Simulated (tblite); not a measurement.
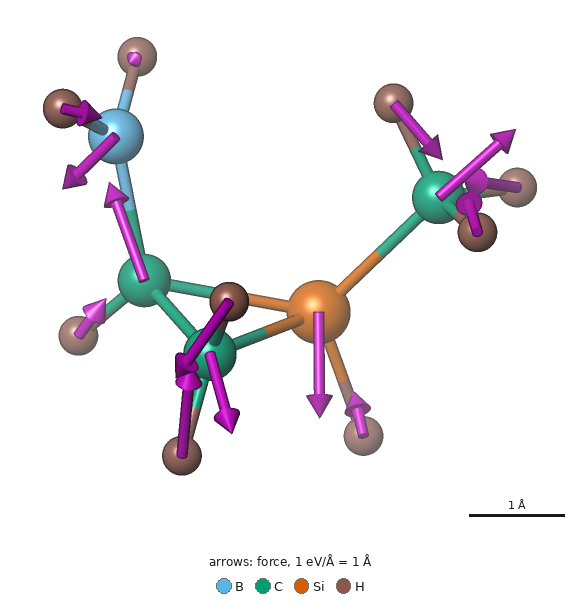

Starting geometry of C3H9BSi with the computed forces as purple arrows. Style: ball-and-stick. Shown face on.

The calculation used GFN2-xTB geometry optimisation, gas phase (tblite). 

> Is this structure relaxed? If not, where do the atoms go?

It isn't relaxed: the largest force vector, on an H atom, is 1.17 eV/Å. The final displacements follow the starting forces only in part (cosine between the two patterns 0.31). The atom that moves furthest after the best rigid fit is an H atom (0.94 Å). Largest moves by element: H 0.94 Å, Si 0.34 Å, B 0.20 Å, C 0.19 Å. Near-neighbour distances that change, for instance: B–C 1.582 → 1.514 Å, C–C 1.500 → 1.543 Å, C–Si 1.899 → 1.936 Å, C–H 1.118 → 1.086 Å. Bond angles that change, for instance: C–Si–C 107.1° → 120.9°, C–Si–H 104.7° → 118.4°, H–C–H 119.8° → 111.4°. Groups turn about B–C by about 60°. After 105 geometry steps the energy has fallen by 75.2 kJ/mol.
